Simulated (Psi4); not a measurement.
# BH3 (borane): B2PLYP/cc-pVDZ-F12 (density fitting, density fitting for correlation, sweep point 1)

Aim: the energy change on altering one bond length of BH3 (borane) at B2PLYP/cc-pVDZ-F12 (density fitting, density fitting for correlation, sweep point 1), from 2 runs. 

The results are computed with Psi4 1.11.

### Step 1. The molecule

BH3: 4 atoms, total charge 0, spin state singlet. SMILES: `B`. The shape is that of a PBE0-D4/def2-TZVP optimisation.

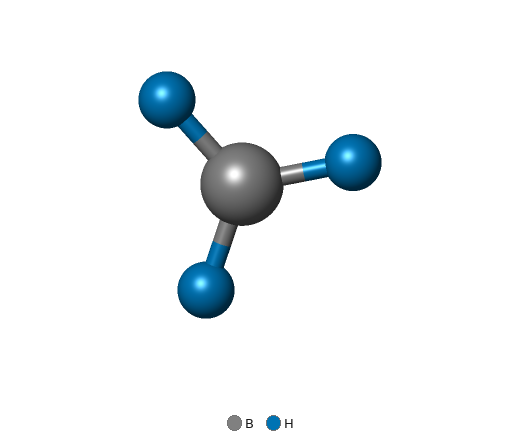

Viewed from a chosen angle; boron grey, hydrogen blue.

### Step 2. The energy at B2PLYP/cc-pVDZ-F12 (density fitting, density fitting for correlation, sweep point 1)

File input.in:

```
memory 1600 MB

molecule system {
  0 1
  B      0.02626719    -0.02853486    -0.00963760
  H      1.85608900     0.72130846     1.07487622
  H     -0.52194236    -2.21438107     0.08125822
  H     -1.25553404     1.40765699    -1.18466931
  units bohr
  symmetry c1
}

set {
  basis                cc-pVDZ-F12
  puream               true
  scf_type             df
  dft_radial_points    99
  dft_spherical_points 590
  num_frozen_docc      1
}

energy("b2plyp")
print_variables()
```

Launch:

```sh
$ psi4 -i input.in -o input.out -n 1
```

input.out:

```text
[...]
  Running in c1 symmetry.
[...]
  Nuclear repulsion =    7.418838237178044
[...]
  Multiplicity = 1
[...]
  Nalpha       = 4
  Nbeta        = 4
[...]
    Number of basis functions: 57
[...]
   @DF-RKS iter   1:   -26.52199728074783   -6.13692e-01   3.13737e-03 DIIS/ADIIS
[...]
   @DF-RKS iter   5:   -26.54339505009648   -2.26840e-07   6.16973e-07 DIIS
[...]
    Orbital Energies [Eh]
    ---------------------
    Doubly Occupied:
       1A     -7.121128     2A     -0.595451     3A     -0.415868
       4A     -0.415858
[...]
  @DF-RKS Final Energy:   -26.54339505009648
   => Energetics <=
    Nuclear Repulsion Energy =              7.4188382371780444
    One-Electron Energy =                 -49.0569045222416236
    Two-Electron Energy =                  17.5521745439715389
    DFT Exchange-Correlation Energy =      -2.4575033090044385
    Empirical Dispersion Energy =           0.0000000000000000
    VV10 Nonlocal Energy =                  0.0000000000000000
    Total Energy =                        -26.5433950500964784
[...]
 Multipole Moments:
 ------------------------------------------------------------------------------------
     Multipole            Electronic (a.u.)      Nuclear  (a.u.)        Total (a.u.)
 ------------------------------------------------------------------------------------
 L = 1.  Multiply by 2.5417464519 to convert [e a0] to [Debye]
 Dipole X            :          0.0001066           -0.0000804            0.0000262
 Dipole Y            :         -0.0000936            0.0000804           -0.0000132
 Dipole Z            :         -0.0002270            0.0001608           -0.0000662
 Magnitude           :                                                    0.0000724
[...]
```

Run time: 4.2 s. Hardware: 1 thread of Intel Xeon Platinum 8488C (Sapphire Rapids), shared host; peak memory 0.59 GiB.

### Step 3. The distorted shape, same level

File job.in:

```
memory 1.6 GB

molecule {
  B      0.28258209    -0.31572221     0.22532716
  H      2.11240389     0.43412111     1.30984099
  H     -0.26562746    -2.50156842     0.31622299
  H     -1.25553404     1.40765699    -1.18466931
  units bohr
  symmetry c1
}

set basis cc-pVDZ-F12
set reference rks
set puream true
set scf_type df
set dft_radial_points 99
set dft_spherical_points 590
set num_frozen_docc 1

e, wfn = energy("b2plyp", return_wfn=True)
```

Launch:

```sh
$ psi4 -i job.in -o job.out -n 1
```

job.out:

```text
[...]
  Running in c1 symmetry.
[...]
  Nuclear repulsion =    7.002216399834445
[...]
  Multiplicity = 1
[...]
  Nalpha       = 4
  Nbeta        = 4
[...]
    Number of basis functions: 57
[...]
   @DF-RKS iter   1:   -26.50683324602728   -6.37704e-01   2.76204e-03 ADIIS/DIIS
[...]
   @DF-RKS iter   6:   -26.52436052941712   -3.73483e-09   1.25653e-07 DIIS
[...]
    Orbital Energies [Eh]
    ---------------------
    Doubly Occupied:
       1A     -7.147966     2A     -0.587420     3A     -0.423798
       4A     -0.386481
[...]
  @DF-RKS Final Energy:   -26.52436052941712
   => Energetics <=
    Nuclear Repulsion Energy =              7.0022163998344453
    One-Electron Energy =                 -48.2118763902643224
    Two-Electron Energy =                  17.1132583251391281
    DFT Exchange-Correlation Energy =      -2.4279588641263676
    Empirical Dispersion Energy =           0.0000000000000000
    VV10 Nonlocal Energy =                  0.0000000000000000
    Total Energy =                        -26.5243605294171161
[...]
 Multipole Moments:
 ------------------------------------------------------------------------------------
     Multipole            Electronic (a.u.)      Nuclear  (a.u.)        Total (a.u.)
 ------------------------------------------------------------------------------------
 L = 1.  Multiply by 2.5417464519 to convert [e a0] to [Debye]
 Dipole X            :          0.1928182           -0.1091284            0.0836898
 Dipole Y            :         -0.2160156            0.1222629           -0.0937527
 Dipole Z            :          0.1764452           -0.0998039            0.0766413
 Magnitude           :                                                    0.1471986
[...]
```

It took 4.2 s on 1 thread of Intel Xeon Platinum 8488C (Sapphire Rapids), shared host; peak memory 0.6 GiB.

### Step 4. Summary of results

At B2PLYP/cc-pVDZ-F12 (density fitting, density fitting for correlation, sweep point 1), 1 core orbital frozen:

| quantity | value |
| --- | --- |
| first shape: total energy | -26.57782 Eh |
| first shape: HOMO energy (SCF part's orbitals) | -11.32 eV |
| first shape: LUMO energy (SCF part's orbitals) | -0.70 eV |
| first shape: HOMO–LUMO gap (SCF part's orbitals) | 10.61 eV |
| distorted shape: total energy | -26.55920 Eh |
| distorted shape: HOMO energy (SCF part's orbitals) | -10.52 eV |
| distorted shape: LUMO energy (SCF part's orbitals) | -0.80 eV |
| distorted shape: HOMO–LUMO gap (SCF part's orbitals) | 9.72 eV |
| energy change with the B1–H4 bond stretched from 1.193 to 1.432 Å | 0.507 eV |

With the B1–H4 bond stretched from 1.193 to 1.432 Å the energy rises by 0.51 eV (48.9 kJ/mol). The first shape isn't relaxed at this level, so the change isn't measured from a minimum.
